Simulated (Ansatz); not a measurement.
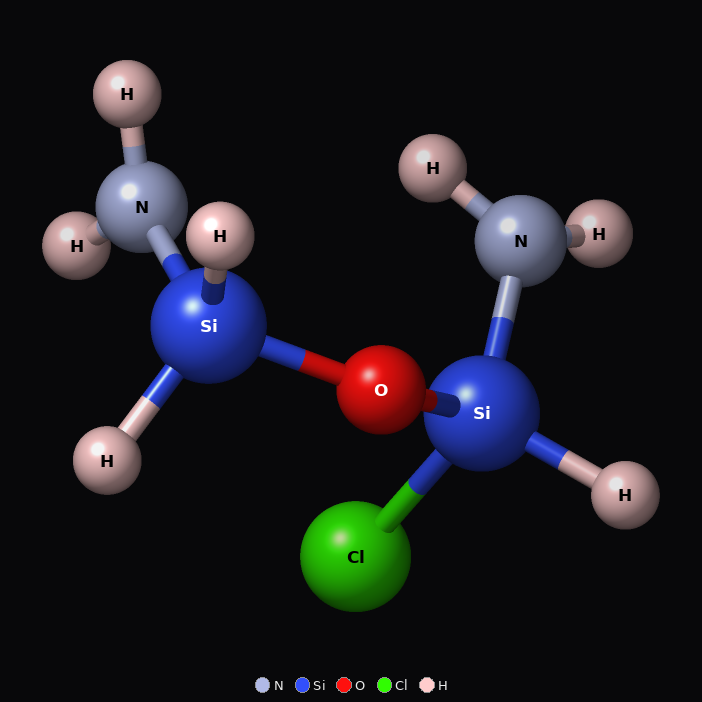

The computed structure is the end point of a PBE0-D4/def2-TZVP optimisation. No frequency run is at hand to confirm it as a minimum. Properties computed with RKS B3LYP-D4/def2-TZVPP (Ansatz 0.2.0).

What does the calculation give?

The species is ClH₇N₂OSi₂ (`N[SiH2]O[Si@H](N)Cl`).
- dipole moment: 2.90 D
- HOMO energy (Kohn–Sham orbital): −7.52 eV
- LUMO energy (Kohn–Sham orbital): 0.18 eV
- HOMO–LUMO gap: 7.70 eV
- dispersion correction: −58.1 kJ/mol
